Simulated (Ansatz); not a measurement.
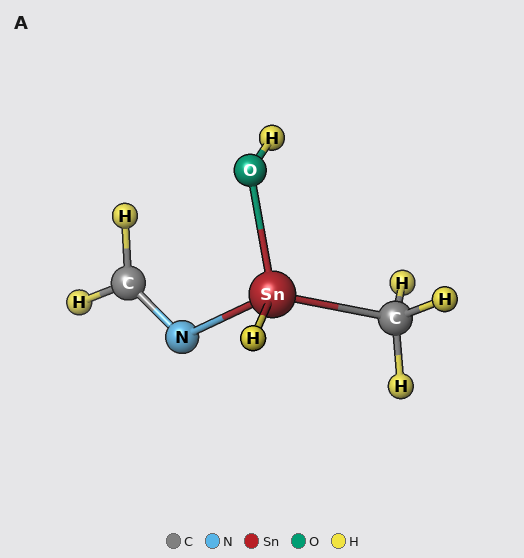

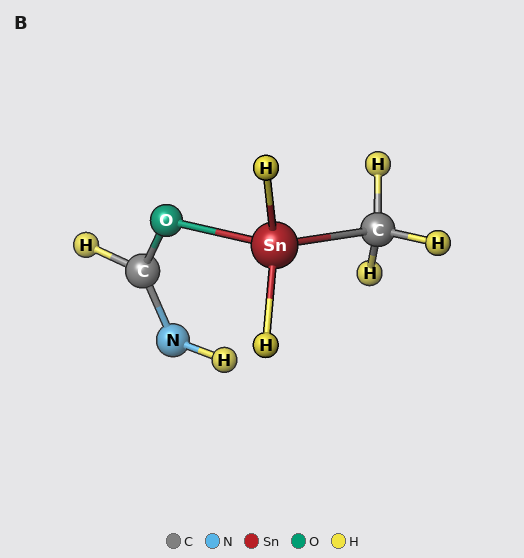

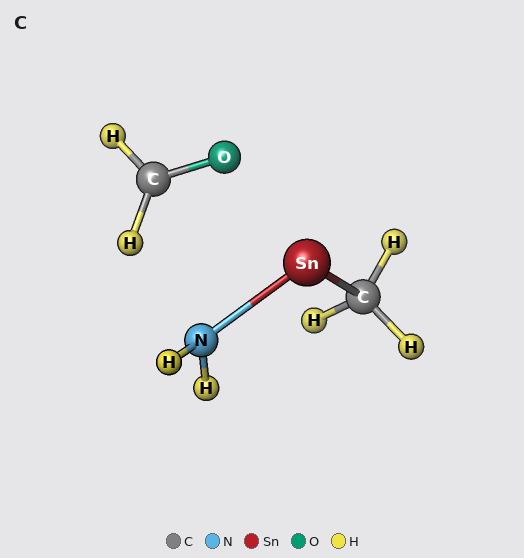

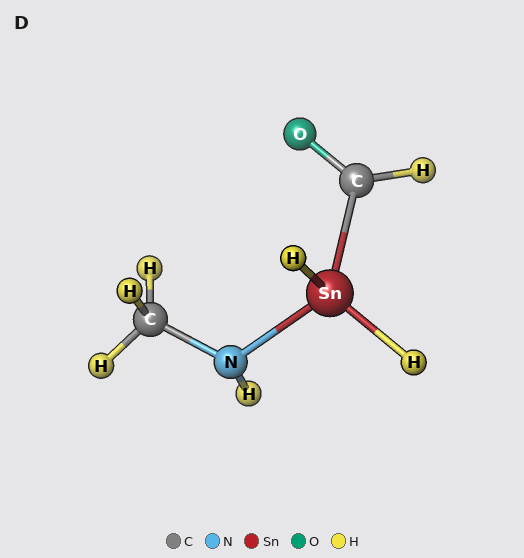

4 stationary structures of one formula. Geometries: PBE-D4/def2-SVP. Electronic energies: PBE-D4/def2-SVP (Ansatz 0.2.0), without zero-point energy. No frequency run is at hand to confirm each as a minimum. Each is one conformer, not always the lowest.

**Which is lowest in energy, and by how much?**

C is lowest; B lies 0.146 eV above it, A lies 0.474 eV above it, D lies 1.306 eV above it.
